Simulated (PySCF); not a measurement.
# Two runs on C5H7N

System: C5H7N (4-pentenenitrile).
Method of run 1: GIAO PBE0/pcSseg-1 NMR shielding, non-relativistic, gas phase (PySCF 2.14.0).

The geometry comes from this level: GFN2-xTB. Text and figures count atoms from 1; the logs count them from 0 in places.

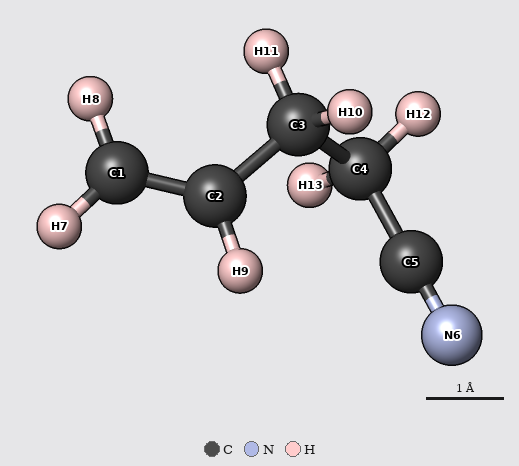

Figure 1. The structure (ball-and-stick view, seen at a tilt; atoms are numbered from 1 in the order of the input).

### Input, run 1
```
{"job": {"kind": "nmr", "xc": "PBE0", "basis": "pcSseg-1", "pop": false}, "charge": 0, "multiplicity": 1}
C     -2.099188    -0.420352     0.444831
C     -0.832226    -0.136302     0.677118
C     -0.001091     0.769117    -0.177801
C      1.215116     0.023397    -0.756854
C      2.098391    -0.424028     0.289206
N      2.793824    -0.767310     1.128992
H     -2.661782    -1.079515     1.083196
H     -2.631959     0.002370    -0.392126
H     -0.314211    -0.572385     1.521592
H      0.354228     1.611007     0.423816
H     -0.600227     1.162359    -1.001444
H      1.779329     0.682193    -1.423248
H      0.882244    -0.848606    -1.327230
```

The first line tells a small driver script what to run in PySCF; the rest is the geometry in Å.

Command:
```bash
OMP_NUM_THREADS=1 python <driver script> task.json out
```

Hardware: 1 CPU thread, shared host.

### Output (run 1)
```
coarse grid: 10832 points
cycle   1  E = -249.0287837481  dE =  6.881e-01  |g| = 4.693e-01  |ddm| = 3.189e+00
cycle   2  E = -248.9043441535  dE =  1.244e-01  |g| = 8.983e-01  |ddm| = 1.110e+00
cycle   3  E = -249.0813133793  dE = -1.770e-01  |g| = 1.434e-01  |ddm| = 7.184e-01
cycle   4  E = -249.0860911719  dE = -4.778e-03  |g| = 3.094e-02  |ddm| = 1.208e-01
cycle   5  E = -249.0863068311  dE = -2.157e-04  |g| = 7.650e-03  |ddm| = 3.128e-02
cycle   6  E = -249.0863197096  dE = -1.288e-05  |g| = 2.639e-03  |ddm| = 7.703e-03
cycle   7  E = -249.0863212727  dE = -1.563e-06  |g| = 8.905e-04  |ddm| = 2.417e-03
final grid: 104640 points
cycle   8  E = -249.1221015885  dE = -2.807e-05  |g| = 6.618e-03  |ddm| = 2.366e-02
cycle   9  E = -249.1221017356  dE = -1.470e-07  |g| = 6.650e-03  |ddm| = 1.075e-02
cycle  10  E = -249.1221131037  dE = -1.137e-05  |g| = 3.751e-04  |ddm| = 5.248e-03
cycle  11  E = -249.1221131358  dE = -3.204e-08  |g| = 1.033e-04  |ddm| = 4.356e-04
cycle  12  E = -249.1221131380  dE = -2.256e-09  |g| = 3.898e-05  |ddm| = 1.107e-04
cycle  13  E = -249.1221131383  dE = -2.565e-10  |g| = 2.177e-05  |ddm| = 3.798e-05
converged SCF energy = -249.1221131383

GIAO shielding tensors (ppm)
atom      isotropic    diamagn.    paramagn.     s11        s22        s33       span
  0 C       63.203     253.771    -190.568    -49.149     81.027    157.730    206.879
  1 C       41.918     258.042    -216.124    -83.046     47.185    161.616    244.662
  2 C      150.423     247.506     -97.083    140.986    149.033    161.248     20.262
  3 C      167.791     249.348     -81.557    158.483    166.146    178.744     20.260
  4 C       62.980     260.749    -197.769    -54.973    -48.428    292.340    347.313
  5 N      -33.435     340.003    -373.438   -204.367   -196.299    300.362    504.729
  6 H       26.240      29.651      -3.411     23.358     25.234     30.128      6.770
  7 H       26.195      31.193      -4.998     22.749     25.667     30.168      7.419
  8 H       25.095      33.017      -7.922     22.487     23.673     29.124      6.637
  9 H       29.134      30.601      -1.467     25.578     27.878     33.946      8.368
 10 H       29.615      31.789      -2.173     25.677     28.612     34.557      8.880
 11 H       29.229      27.664       1.566     23.985     27.989     35.713     11.728
 12 H       29.639      29.465       0.174     25.460     28.503     34.955      9.495
```

The input of run 2 differs as follows (lines with − go, lines with + come):
```diff
-C     -2.099188    -0.420352     0.444831
-C     -0.832226    -0.136302     0.677118
-C     -0.001091     0.769117    -0.177801
-C      1.215116     0.023397    -0.756854
-C      2.098391    -0.424028     0.289206
-N      2.793824    -0.767310     1.128992
-H     -2.661782    -1.079515     1.083196
-H     -2.631959     0.002370    -0.392126
-H     -0.314211    -0.572385     1.521592
-H      0.354228     1.611007     0.423816
-H     -0.600227     1.162359    -1.001444
-H      1.779329     0.682193    -1.423248
-H      0.882244    -0.848606    -1.327230
+C      7.273285   -14.745452    -6.471927
+C      8.541186   -14.922588    -6.279183
+C      9.271773   -15.018104    -4.965920
+C      9.390353   -13.606655    -4.402297
+C     10.401229   -13.629300    -3.419481
+N     11.194257   -13.901533    -2.625242
+H      6.814210   -14.393151    -7.410635
+H      6.613367   -14.884569    -5.587794
+H      9.087165   -14.978027    -7.195561
+H     10.261326   -15.452335    -4.897512
+H      8.503311   -15.564101    -4.341798
+H      8.358471   -13.252499    -3.953139
+H      9.530043   -12.779866    -5.106511
```

What does this change do to the results?

With the same method and basis, run 2 lies 18.7 kcal/mol higher. The HOMO goes from −7.92 to −7.99 eV. The LUMO goes from −0.03 to −0.27 eV. The dipole moment goes from 3.91 to 3.87 D. Of all shieldings, the largest change is that of N6, by −9.8 ppm. The SCF takes 14 iterations against 13.

### Output (run 2)
```
coarse grid: 10832 points
cycle   1  E = -249.0005125546  dE =  7.131e-01  |g| = 4.615e-01  |ddm| = 3.216e+00
cycle   2  E = -248.8740916628  dE =  1.264e-01  |g| = 8.970e-01  |ddm| = 1.144e+00
cycle   3  E = -249.0515856300  dE = -1.775e-01  |g| = 1.478e-01  |ddm| = 7.471e-01
cycle   4  E = -249.0566589719  dE = -5.073e-03  |g| = 3.219e-02  |ddm| = 1.223e-01
cycle   5  E = -249.0568925492  dE = -2.336e-04  |g| = 8.632e-03  |ddm| = 3.533e-02
cycle   6  E = -249.0569096700  dE = -1.712e-05  |g| = 2.541e-03  |ddm| = 9.121e-03
cycle   7  E = -249.0569110429  dE = -1.373e-06  |g| = 1.011e-03  |ddm| = 2.594e-03
final grid: 104640 points
cycle   8  E = -249.0922406869  dE = -2.583e-05  |g| = 5.864e-03  |ddm| = 2.581e-02
cycle   9  E = -249.0922399811  dE =  7.057e-07  |g| = 6.237e-03  |ddm| = 9.976e-03
cycle  10  E = -249.0922496411  dE = -9.660e-06  |g| = 8.543e-04  |ddm| = 4.915e-03
cycle  11  E = -249.0922497674  dE = -1.262e-07  |g| = 4.083e-04  |ddm| = 7.513e-04
cycle  12  E = -249.0922498021  dE = -3.479e-08  |g| = 8.110e-05  |ddm| = 3.305e-04
cycle  13  E = -249.0922498035  dE = -1.376e-09  |g| = 2.622e-05  |ddm| = 8.059e-05
cycle  14  E = -249.0922498037  dE = -1.542e-10  |g| = 9.821e-06  |ddm| = 2.812e-05
converged SCF energy = -249.0922498037

GIAO shielding tensors (ppm)
atom      isotropic    diamagn.    paramagn.     s11        s22        s33       span
  0 C       63.578     271.316    -207.738    -49.202     85.823    154.112    203.315
  1 C       44.612     242.898    -198.286    -77.396     42.469    168.762    246.158
  2 C      149.329     276.106    -126.777    130.454    153.249    164.283     33.829
  3 C      163.723     257.895     -94.172    144.081    156.500    190.587     46.506
  4 C       58.711     247.176    -188.465    -65.551    -54.035    295.719    361.270
  5 N      -43.201     338.804    -382.004   -212.732   -197.178    280.308    493.039
  6 H       25.572      27.459      -1.887     23.522     24.698     28.496      4.975
  7 H       26.116      40.436     -14.320     22.606     25.186     30.556      7.951
  8 H       25.545      12.906      12.639     22.818     25.294     28.523      5.705
  9 H       29.013      11.550      17.462     24.869     28.950     33.219      8.350
 10 H       27.723      18.965       8.758     24.884     26.632     31.654      6.770
 11 H       27.542      56.689     -29.147     23.621     26.512     32.493      8.872
 12 H       29.711      45.305     -15.594     25.450     29.271     34.413      8.964
```

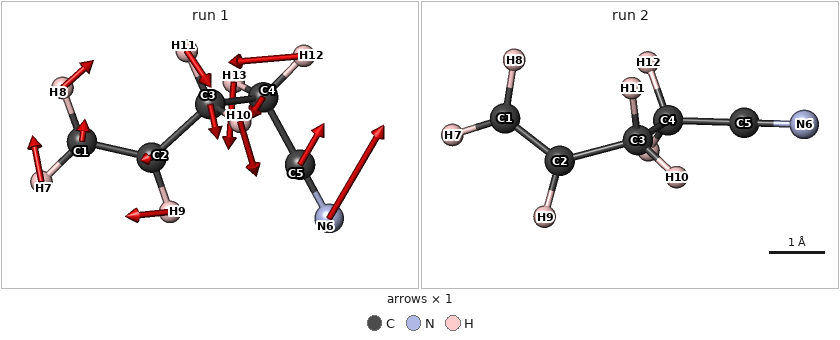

Figure 2. The two input geometries at one scale (ball-and-stick view, seen at a tilt). The red arrows on the first give the shifts of the atoms after the best rigid fit, at true length. N6 moves most after the best rigid fit: 2.12 Å. Largest moves by element: N 2.12 Å, H 1.58 Å, C 0.91 Å. Among the contacts that change: C4–H12 1.094 → 1.180 Å, C3–H11 1.092 → 1.131 Å, C1–H8 1.078 → 1.112 Å, C4–C5 1.440 → 1.410 Å.

### The two runs side by side

```csv
quantity,run 1,run 2
outcome,converged,converged
total energy (hartree),−249.122113,−249.092250
HOMO (eV),−7.92,−7.99
LUMO (eV),−0.03,−0.27
dipole moment (D),3.91,3.87
shielding of C2 (ppm),41.9,44.6
shielding of C3 (ppm),150.4,149.3
shielding of C4 (ppm),167.8,163.7
shielding of C5 (ppm),63.0,58.7
shielding of N6 (ppm),−33.4,−43.2
shielding of H11 (ppm),29.6,27.7
shielding of H12 (ppm),29.2,27.5
SCF iterations,13,14
basis functions,137,137
wall time (shared host),10 s,9.4 s
```
